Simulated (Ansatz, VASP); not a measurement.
**HoBi: VASP beside Ansatz**

Wanted: the spread between two codes on one cell, functional and k mesh. The cell comes out of the VASP series on this material, whose earlier steps may have relaxed, scaled or displaced it; both programs get it as it stands.

Method: plane waves, with VASP 6.6.1 beside it; single point at r2SCAN with rVV10, DFT+U and band structure at r2SCAN with rVV10, DFT+U, in Ansatz 0.2.0.

In doubt: a part-filled 4f shell, where there is one, can sit in one of many states, so energies may not be the lowest and differences between runs may mislead; derivatives with an open 4f shell can jump between states, which bears on forces and vibrations.

## Step 1: The starting structure

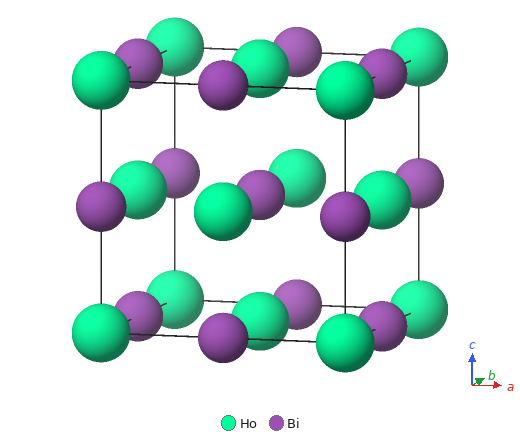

The cell as given, slightly off an axis (holmium green, bismuth purple). This picture shows the conventional cell, with its axes. Some periodic images of atoms are drawn too.

## Step 2: Ansatz: single point, r2SCAN with rVV10, DFT+U

Ansatz runs on its default PAW (the set named soft_2) files.

A single point gives forces, pressure and levels at one fixed geometry, so differences don't come from the geometry; what else differs is listed under the comparison.

Input file input.yaml:

```yaml
crystal:
  lattice:
    - [0.0, 3.1307138504, 3.1307138504]
    - [3.1307138504, 0.0, 3.1307138504]
    - [3.1307138504, 3.1307138504, 0.0]
  atoms:
    - { symbol: Ho, position: [0.0, 0.0, 0.0], spin: 4.0 }
    - { symbol: Bi, position: [0.5, 0.5, 0.5] }
hamiltonian:
  xc: r2scan
  pseudopotentials: { kind: paw }
  dispersion: rvv10
  hubbard: { sites: [{ species: Ho, l: f, u_eff: 7.0 }] }
magnetization:
  spin_polarized: true
kpoints:
  mp_grid: { grid: [6, 6, 6] }
scf:
  occupations: { method: methfessel_paxton, width: 0.2 }
  n_extra_bands: 8
output:
  forces: true
  stress: true
  eigenvalues: true
```

Started as:

```sh
$ ansatz run input.yaml --threads 2 --pin off --max-ram 4608MiB --backend cpu --events-out ev --progress --plain --runs-dir out
```

Numbers of over 12 decimals in the logs are rounded to 6 here.

Output:

```text
Ho: projections on atomic orbitals take those of the free atom [Kr 4d10] 4f11 5s2 5p6 5d0 6s2, of charge +0.00 (hamiltonian.pseudopotentials.projection_atoms); the dataset's partial waves leave at most 4.5e-4 of an orbital's norm unspanned inside its sphere
Bi: projections on atomic orbitals take those of the free atom [Xe 4f14] 5d10 6s2 6p3, of charge +0.00 (hamiltonian.pseudopotentials.projection_atoms); the dataset's partial waves leave at most 4.7e-5 of an orbital's norm unspanned inside its sphere
scf.n_extra_bands = 8 over 18 filled bands (N_el = 36.0): the run solves 26 bands
Engine: ansatz 0.2.0, aarch64-unknown-linux-gnu
Pseudopotentials: kind: paw
Pseudopotential: Ho, paw, valence charge 21, recommended cutoff 500 eV (meta_gga), Ho.paw.azcp
Pseudopotential: Bi, paw, valence charge 15, recommended cutoff 500 eV (meta_gga), Bi.paw.azcp
Functional definition: r2SCAN+rVV10
  parameter k0 = 0.174
  parameter k1 = 0.065
  parameter a1 = 4.9479
  exchange = r2scan_x(k0 = k0, k1 = k1, a1 = a1)
  correlation = r2scan_c + rvv10(11.95, 0.0093)
Crystal: 2 atoms, lattice volume = 61.371 Å³
Basis set: ecut = 500 eV, 1471 PW (Γ), exchange–correlation on 160×160×160 points (64 copies of the dense FFT grid, shifted against one another)
Bands: 26, of which v1, the nominal top of the filled ones, is band 18 counted from 1 (17 counted from 0)
Symmetry: 48 space group operations
Space group: Fm-3m (ITA 225), of the structure as read, at distance tolerance 3.9e-5 Å
Magnetic group: BNS 225.116 (UNI 1618), of the structure as read, at distance tolerance 3.9e-5 Å
k-points: 16 of 216
Non-local potential: Ho, projectors of the file, l = 0: 3, l = 1: 2, l = 2: 2, l = 3: 3
Non-local potential: Bi, projectors of the file, l = 0: 2, l = 1: 2, l = 2: 2, l = 3: 2
PAW form: soft (Blöchl's): semilocal exchange-correlation on the pseudo side does not see the compensation charge
rVV10 density: all electrons in the spheres
PAW frozen core: Ho, regenerated for the run's functional (the file was generated under x = pbe(κ = 0.804, μ = 0.219515), c = pbe(β = 0.066725))
PAW frozen core: Bi, regenerated for the run's functional (the file was generated under x = pbe(κ = 0.804, μ = 0.219515), c = pbe(β = 0.066725))
PAW one-centre angular grid: Ho, 2702 points (default); XC on 160 Gauss nodes
PAW one-centre angular grid: Bi, 590 points (default); XC on 160 Gauss nodes
Initial density: superposition of atomic densities (chi_scale 0.1, normalization cell, long waves kept (reshape's long-wave potential 0.00 eV rms))
Starting moments: Σ|m| = 4 μB on 1 of 2 sites
Initial wavefunctions: pseudopotential atomic-orbital guess
Functional: x = r2scan, c = r2scan + rvv10(b = 11.95, C = 0.0093); τ floored in thin density (d = 2e-4 eV/Å³)
SCF iter   1: F=—  HF=-23731.576981 eV  |F-HF|=—  |Δ(HF+E_count)|=         —  Δρ=2.78e-1 (↑8.75e-2 ↓2.78e-1)  dr2=7.85e1  dr2_τ=1.39e-1  dr2_m=6.13e0  M=1.241 μB ∫|m|=1.241 μB  β_m=0.30  ethr=3.10e-3  ⟨swp⟩=5.2  Hψ=3271  notcnv=0
preconditioner: auto → Kerker (q_TF=auto, 2.496 Å⁻¹)  [metal: Δε(μ)=0.024 eV  Ē_g=16.209 eV  σ=0.200 eV  W_gap=0.10  n_scr=14 (ndim 8)  ℏωp=27.6 eV  f_vac=0.000  D(μ)=16.61/eV (n_scr^D=338)]
spin=Collinear: Kerker preconditioning applied to the charge; magnetization (m = ρ↑ − ρ↓) channel mixes plain (no charge-response kernel on spin).
SCF iter   2: F=—  HF=-23752.550584 eV  |F-HF|=—  |Δ(HF+E_count)|=    2.10e1  S|Δr|=    0.00e0  Δρ=5.75e-1 (↑4.63e-2 ↓5.75e-1)  dr2=1.64e2  dr2_τ=1.60e-1  dr2_m=4.57e1  M=7.452 μB ∫|m|=7.501 μB  β_m=1.00  ethr=3.10e-3  ⟨swp⟩=6.4  Hψ=2842  notcnv=0  defer=68  κ⁻¹=1.0e0(r=1)
SCF iter   3: F=—  HF=-23715.900124 eV  |F-HF|=—  |Δ(HF+E_count)|=    3.67e1  S|Δr|=    0.00e0  Δρ=1.79e-1 (↑1.79e-1 ↓3.99e-2)  dr2=1.09e1  dr2_τ=9.32e-1  dr2_m=5.99e0  M=4.594 μB ∫|m|=4.816 μB  β_m=0.30  ethr=3.10e-3  ⟨swp⟩=4.4  Hψ=2928  notcnv=0  defer=38  κ⁻¹=1.2e-3(r=2)
SCF iter   4: F=—  HF=-23722.752564 eV  |F-HF|=—  |Δ(HF+E_count)|=    6.85e0  S|Δr|=    0.00e0  Δρ=1.32e-1 (↑1.32e-1 ↓9.65e-2)  dr2=7.52e-1  dr2_τ=7.87e-2  dr2_m=7.18e0  M=4.017 μB ∫|m|=4.102 μB  β_m=0.30  ethr=3.10e-3  ⟨swp⟩=3.4  Hψ=1885  notcnv=0  defer=34  κ⁻¹=5.3e-5(r=3)
SCF iter   5: F=—  HF=-23728.613525 eV  |F-HF|=—  |Δ(HF+E_count)|=    5.86e0  S|Δr|=    0.00e0  Δρ=9.52e-2 (↑9.52e-2 ↓5.25e-2)  dr2=1.24e0  dr2_τ=3.27e-2  dr2_m=2.93e0  M=4.051 μB ∫|m|=4.271 μB  β_m=0.30  ethr=2.09e-3  ⟨swp⟩=2.2  Hψ=1871  notcnv=0  defer=41  κ⁻¹=2.1e-5(r=4)
SCF iter   6: F=—  HF=-23732.792885 eV  |F-HF|=—  |Δ(HF+E_count)|=    4.18e0  S|Δr|=    0.00e0  Δρ=6.97e-2 (↑6.97e-2 ↓3.81e-2)  dr2=5.93e-1  dr2_τ=1.63e-2  dr2_m=1.62e0  M=4.052 μB ∫|m|=4.230 μB  β_m=0.30  ethr=2.09e-3  ⟨swp⟩=2.3  Hψ=1561  notcnv=0  defer=41  κ⁻¹=3.0e-6(r=5)
SCF iter   7: F=—  HF=-23735.002395 eV  |F-HF|=—  |Δ(HF+E_count)|=    2.21e0  S|Δr|=    0.00e0  Δρ=5.18e-2 (↑5.18e-2 ↓2.71e-2)  dr2=3.60e-1  dr2_τ=9.13e-3  dr2_m=8.71e-1  M=4.046 μB ∫|m|=4.207 μB  β_m=1.20  ethr=1.65e-3  ⟨swp⟩=2.1  Hψ=1449  notcnv=0  defer=43
Mixer restart at iter 7: flushing history
spin-set hold released at iteration 7 (site moments contracting): the magnetisation degrees of freedom join the quasi-Newton model from the next iteration; the mixer history was flushed
[...]
preconditioner: auto → Kerker (q_TF=auto, 2.496 Å⁻¹)  [metal: Δε(μ)=0.125 eV  Ē_g=18.404 eV  σ=0.200 eV  W_gap=0.46  n_scr=14 (ndim 8)  ℏωp=27.6 eV  f_vac=0.000  D(μ)=0.32/eV (n_scr^D=0)]
spin=Collinear: Kerker preconditioning applied to the charge; magnetization (m = ρ↑ − ρ↓) channel mixes plain (no charge-response kernel on spin).
[...]
SCF iter   4: F=—  HF=-23738.914477 eV  |F-HF|=—  |Δ(HF+E_count)|=   3.28e-7  S|Δr|=    0.00e0  Δρ=1.33e-5 (↑1.33e-5 ↓1.15e-5)  dr2=5.14e-7  dr2_τ=2.40e-9  dr2_m=2.24e-9  M=4.022 μB ∫|m|=4.154 μB  β_m=1.20  ethr=4.92e-9  ⟨swp⟩=2.0  Hψ=1080  notcnv=0  κ⁻¹=2.8e-3(r=3)
SCF iter   5: F=—  HF=-23738.914477 eV  |F-HF|=—  |Δ(HF+E_count)|=   8.09e-8  S|Δr|=    0.00e0  Δρ=8.54e-6 (↑7.03e-6 ↓8.54e-6)  dr2=2.21e-7  dr2_τ=9.70e-10  dr2_m=2.11e-9  M=4.022 μB ∫|m|=4.154 μB  β_m=1.20  ethr=1.43e-9  ⟨swp⟩=2.0  Hψ=1426  notcnv=0  κ⁻¹=1.5e-3(r=4)
SCF iter   6: F=-23738.914477 eV  HF=-23738.914477 eV  |F-HF|=3.71e-8  |Δ(HF+E_count)|=   1.13e-7  S|Δr|=    0.00e0  Δρ=4.40e-6 (↑4.40e-6 ↓3.83e-6)  dr2=4.46e-8  dr2_τ=3.69e-10  dr2_m=9.25e-10  M=4.022 μB ∫|m|=4.154 μB  ethr=2.78e-10  ⟨swp⟩=6.1  Hψ=4198  notcnv=0
SCF 4 converged in 6 iterations: F = -23738.914477 eV  dr2 = 4.46e-8
rVV10 density: all electrons in the spheres
iter 1 solved again at ethr=2.12e-11 eV; its pass at ethr=3.10e-3 eV (dr2=7.63e-9 eV) is discarded
SCF iter   1: F=-23738.919227 eV  HF=-23738.919227 eV  |F-HF|=4.76e-8  |Δ(HF+E_count)|=         —  Δρ=2.32e-6 (↑2.32e-6 ↓1.63e-6)  dr2=5.15e-9  dr2_τ=1.68e-10  dr2_m=1.70e-10  M=4.022 μB ∫|m|=4.153 μB  β_m=1.20  ethr=2.12e-11  ⟨swp⟩=4.0  Hψ=5354  notcnv=0
preconditioner: auto → none  [insulator: Δε(μ)=0.288 eV  Ē_g=18.395 eV  σ=0.100 eV  W_gap=0.53  n_scr=14 (ndim 8)  ℏωp=27.6 eV  f_vac=0.000  D(μ)=0.25/eV (n_scr^D=0)  ε∞_Penn≈3.3]
SCF iter   2: F=-23738.919227 eV  HF=-23738.919227 eV  |F-HF|=1.91e-9  |Δ(HF+E_count)|=   1.60e-8  Δρ=7.19e-7 (↑7.19e-7 ↓4.37e-7)  dr2=6.45e-10  dr2_τ=1.13e-10  dr2_m=4.71e-11  M=4.022 μB ∫|m|=4.153 μB  ethr=1.43e-11  ⟨swp⟩=3.9  Hψ=2482  notcnv=0
SCF 5 converged in 2 iterations: F = -23738.919227 eV  dr2 = 6.45e-10
Symmetry: 6 space group operations
k-points: 40 of 216
rVV10 density: all electrons in the spheres
iter 1 solved again at ethr=1.84e-12 eV; its pass at ethr=2.78e-6 eV (dr2=6.61e-10 eV) is discarded
SCF iter   1: F=-23738.919227 eV  HF=-23738.919227 eV  |F-HF|=1.93e-9  |Δ(HF+E_count)|=         —  Δρ=7.23e-7 (↑7.23e-7 ↓4.40e-7)  dr2=6.63e-10  dr2_τ=1.13e-10  dr2_m=4.73e-11  M=4.022 μB ∫|m|=4.153 μB  ethr=1.84e-12  ⟨swp⟩=1.6  Hψ=11131  notcnv=0
SCF iter   2: F=-23738.919226 eV  HF=-23738.919225 eV  |F-HF|=2.95e-7  |Δ(HF+E_count)|=   1.22e-6  Δρ=4.05e-6 (↑2.14e-6 ↓4.05e-6)  dr2=4.12e-9  dr2_τ=1.93e-9  dr2_m=2.93e-9  M=4.022 μB ∫|m|=4.153 μB  ethr=2.78e-10  ⟨swp⟩=4.3  Hψ=11139  notcnv=0
SCF iter   3: F=-23738.919226 eV  HF=-23738.919226 eV  |F-HF|=1.02e-10  |Δ(HF+E_count)|=   4.77e-7  Δρ=6.84e-7 (↑6.84e-7 ↓4.42e-7)  dr2=2.20e-10  dr2_τ=4.42e-11  dr2_m=8.44e-11  M=4.022 μB ∫|m|=4.153 μB  ethr=2.78e-10  ⟨swp⟩=1.9  Hψ=6192  notcnv=0
an SCF along what the orbitals of the run's state read of its open shells (or to have them read: on a GPU, or by another smearing), with 42 of the crystal's symmetry operations given up (40 k-points in place of 16), reached no lower state that the run goes on to. This is no proof of a minimum
this state was not tested for a lower state beside it, because cold or Methfessel-Paxton smearing, or corrected tetrahedra, fill the levels in a way that the test cannot read (fill_not_monotonic; see scf.lower_state_search)
SCF converged after 6 iterations
Magnetization: 4.0222 μB (20.0111 up, 15.9889 down)
Absolute magnetization: 4.1461 μB (∫|ρ↑−ρ↓|, with the PAW one-centre terms)
Spin contamination: 0.0075 ħ² per cell (⟨S²⟩ above its minimum at these occupations)
Per-site moments (μB) at R_I (Å): [(4.053890, 1.291419), (-0.045678, 1.291419)]
Free energy (F): -23738.914477 eV
Harris-Foulkes:  -23738.914477 eV  (|F-HF|=3.71e-8)
Internal energy: -23738.914501 eV  (E = F + TS)
E sigma→0 (E₀):  -23738.914483 eV
Entropy (-TS):   0.000024 eV (0.012 meV/atom)
Fermi energy:    12.063370 eV
Step filling:    the computed levels leave a gap of 0.0070 eV = 0.0 smearing widths at the electron count; against every level under it full and every level over it empty, smearing changes F+E_penalty+E_count by -0.259 meV and its σ→0 estimate by -0.265 meV
--- Per-component energies (eV) ---
  E_band       = -172.057087
  E_kinetic    = 681.157712
  E_local      = -5401.203936  (includes V_loc(G=0)·N_el)
  E_nonlocal   = 1154.407758
  E_hartree    = 2145.833823
  E_xc         = -326.393469
  E_vxc        = -410.148331  (∫ρ·V_xc dr)
  E_hubbard    = 0.167973  (on-site DFT+U / exact-exchange correction)
  E_vhub       = -34.589237  (the Hubbard potential's part of the band-sum identity)
  E_paw        = -17693.755475  (= ΣΔE_a)
  E_vpaw       = -478.249615  (= ΣTr[D̂ρ^β])
  E_aug_tail   = -0.000139  (compensation charges beyond the density's cutoff)
  E_vtau       = 24.915279  (kinetic-family band-sum trace: ∫τ·v_τ [+ j·A + Jᵃ·Aᵃ] dr)
  E_ewald      = -4300.568066
  E_core_change = 1.439318  (= ΣΔE_core)
  E_smearing   = 0.000024  (= −TS)
  E_closure    = -0.000000  (closes the sum)
  Σ components = -23738.914477   (vs F -23738.914477, Δ=0.00e0)
--- Forces (eV/Å), atoms counted from 1 ---
  atom   1  Ho    -0.00000000     0.00000000     0.00000000
  atom   2  Bi     0.00000000     0.00000000     0.00000000
  max |Σ_I F_I| component: 1.74e-28 eV/Å
--- Stress (GPa, compression-positive) ---
       -0.260805      -0.000000       0.000000
       -0.000000      -0.260805       0.000000
        0.000000       0.000000      -0.260805
  P = ⅓ Tr σ = -0.2608 GPa (-2.608 kbar)
--- Band table (eV; the first three rows and the last of 36) ---
  k-point 0 ↑: bands = [... 14 lower, 2.7149, 2.7149, 2.7149, 13.0658, 13.0658, 13.0658, 13.2972, 13.2972, ... 4 higher]
  k-point 1 ↑: bands = [... 14 lower, 2.7142, 2.7142, 2.7188, 10.6682, 11.6416, 11.6416, 13.6787, 13.6787, ... 4 higher]
  k-point 2 ↑: bands = [... 14 lower, 2.7134, 2.7134, 2.7374, 8.4250, 10.5332, 10.5332, 14.1869, 14.4231, ... 4 higher]
  k-point 17 ↓: bands = [... 14 lower, 10.0071, 10.1191, 13.8981, 14.6425, 14.7014, 14.7159, 14.8149, 15.2982, ... 4 higher]
Occupation matrices written to <dir>
```

Wall time 3.1 min (2 threads of Arm Neoverse V1, shared host); peak memory 0.96 GiB; 6.1 min of CPU time.

The run ends at a pressure of -0.26 GPa.

(Continued in part 2 of 3.)

[Lines on the potential files, build, host, timing and source positions are cut from VASP's logs without a mark.]

[Logs are printed without paths, hosts, clocks, repeated set-up lines and the standing remarks that a program may print on its own settings, such as how far it seeks lower states.]

[Hosts, paths, dates, database ids (printed as entryN), source tags and the programs' standing remarks are cut or masked in the printed files.]
